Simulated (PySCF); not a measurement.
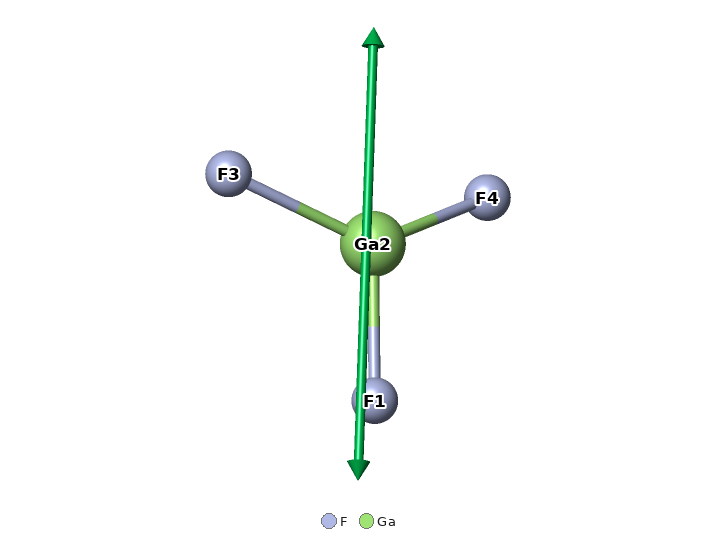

The double arrow shows the direction of the transition dipole to excited singlet state 3 (its length means nothing). Geometry: a frame of a GFN2-xTB molecular-dynamics simulation, not a minimum. Method: TDDFT PBE0/def2-SVPD, vertical, gas phase, core orbitals frozen in the response (PySCF 2.14.0).

> How is the transition polarised?

Nearly parallel to the F1–Ga2 bond.

> Give its energy, strength and character.

6.38 eV (194 nm), oscillator strength 0.021, mainly HOMO−1 → LUMO (weight 0.87); transition dipole 0.93 D.
